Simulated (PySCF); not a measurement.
C₄H₁₀OSi (SMILES C=CC[SiH2]OC)

```xyz
16

C    -2.8239    0.4593    0.6973
C    -1.6413    0.0397    1.1099
C    -0.9063   -1.1184    0.5366
Si    0.5499   -0.5573   -0.5495
O     1.5057    0.2286    0.4983
C     2.7203    0.8655    0.2442
H    -3.3576   -0.0456   -0.0920
H    -3.3122    1.3157    1.1306
H    -1.1250    0.5652    1.9022
H    -1.5749   -1.7214   -0.0760
H    -0.5338   -1.7491    1.3441
H     1.2482   -1.7081   -1.1377
H     0.1091    0.3237   -1.6366
H     3.4493    0.1629   -0.1666
H     2.5884    1.6834   -0.4680
H     3.0966    1.2649    1.1867
```

Geometry: GFN2-xTB.

Computed with B3LYP/def2-SVPD, SCF density, gas phase (PySCF 2.14.0).

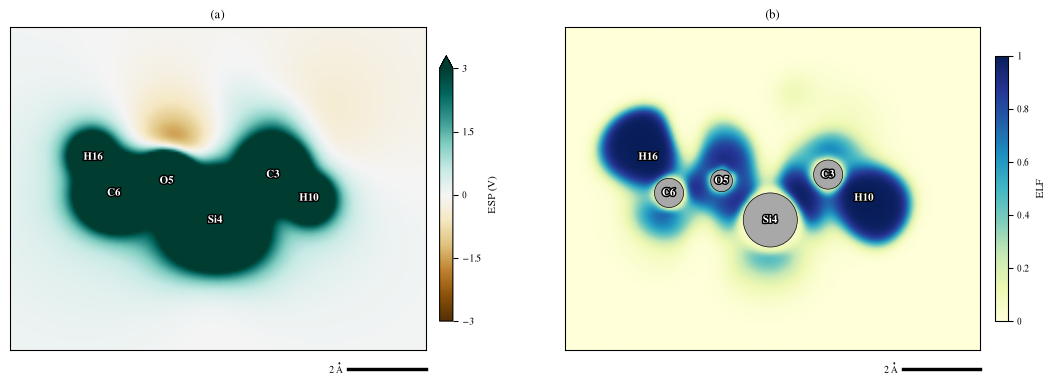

Figure 1. (a) molecular electrostatic potential; (b) ELF on the plane of atoms Si4, C3 and H10. Grey discs cover the atomic cores in the ELF map.

Question: Describe what can be read from this map.

Answer: Atoms in the plane: C, Si, O and H.
C–O (1.39 Å): the ELF peaks at about 0.90 between the atoms: a shared but strongly polarised pair.
Si–O (1.62 Å): the ELF peaks at about 0.85 between the atoms, as expected for a short, strongly polar bond.
C–Si (1.90 Å): the ELF peaks at about 0.95 between the atoms (a covalent bond).
C–H (1.09 Å): the ELF climbs to about 1 towards the hydrogen, as it does in any bond to H; an ordinary covalent bond to hydrogen.
The ELF also peaks beside O5, away from the bonds: lone-pair regions.
Outside the dense part of the molecule the potential is most negative (−1.5 V) near O5.

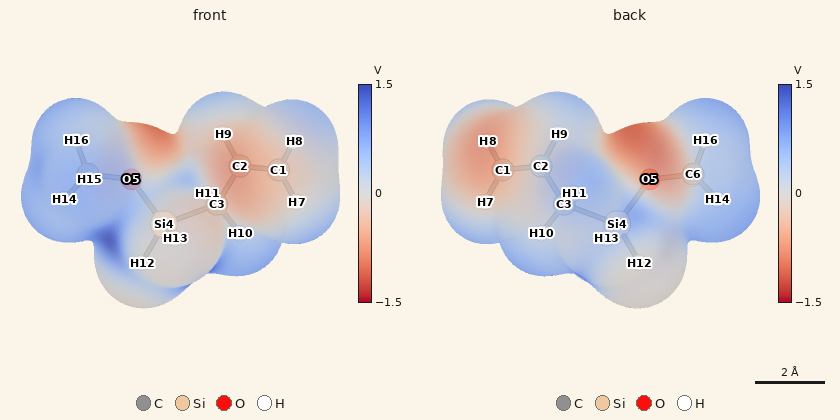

Figure 2. The molecular electrostatic potential painted on the density surface at 0.002 e/bohr³, seen from the front and from behind; the colour scale runs from red (negative) to blue (positive).

Question: Which sites attract a positive test charge, and which a negative one?

Answer: A positive charge is drawn to the negative regions and a negative charge to the positive ones. The most negative region (about −1.0 V) lies over O5, the most positive (about +1.3 V) over Si4. O5 is the likeliest acceptor of a hydrogen bond.

Question: How polar is the molecule by this calculation?

Answer: Its dipole moment is 1.02 D.
